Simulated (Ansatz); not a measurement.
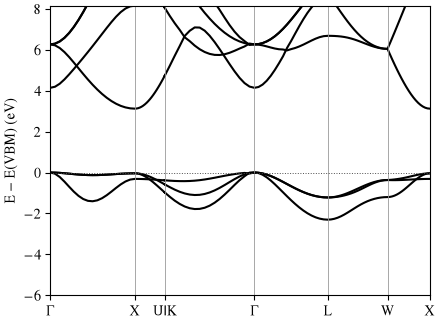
Band structure from LDA (plane waves, PAW; program Ansatz)

Q: Read off the gap and where the band edges lie.

A: About 3.1 eV (3.12 eV by a search for the band edges); maximum at Γ, minimum at X.

The material is SrO (rock salt, Fm-3m).

The LDA relaxation kept the symmetry of its start; phonons on a q-mesh show no instability. Scalar-relativistic: spin–orbit coupling is off unless named, which matters more the heavier the elements.

Potentials: the later of the program's two PAW sets.
